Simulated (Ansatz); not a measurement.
# TiAu: pressure series

Start from TiAu in the CsCl type structure (space group Pm-3m, No. 221).

TiAu is taken in the cubic space group Pm-3m (No. 221), the CsCl type structure, Pearson symbol cP2. Cell: a = b = c = 3.2180 Å, α = β = γ = 90.00°. Ti on 1b is surrounded by 8 Au at 2.787 Å and 6 Ti at 3.218 Å. Au on 1a sees 8 Ti at 2.787 Å and 6 Au at 3.218 Å. (Neighbours: up to the widest gap in distance over summed covalent radii, below 1.35, at either atom.)

Cell and atoms are relaxed at each pressure.

Method: PBEsol (Ansatz, an electronic-structure program; PAW; 420 eV plane waves; no SOC).

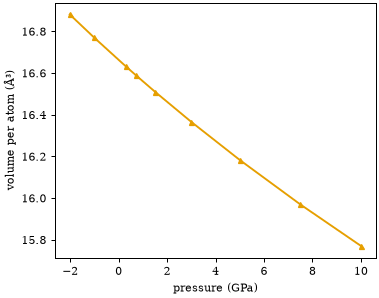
Volume against pressure

Q: Estimate the zero-pressure bulk modulus from the plot.

A: About 160 GPa; a third-order Birch–Murnaghan fit to the points gives V₀ = 16.66 Å³/atom, B₀ = 160 GPa and B₀′ = 4.7.

Load acts through the strain it causes; cell and atoms are relaxed under it. Whether these cells are dynamically stable was not tested. No other phases were tried under pressure. The final runs are not spin-polarised. An odd electron count without spin: TiAu.
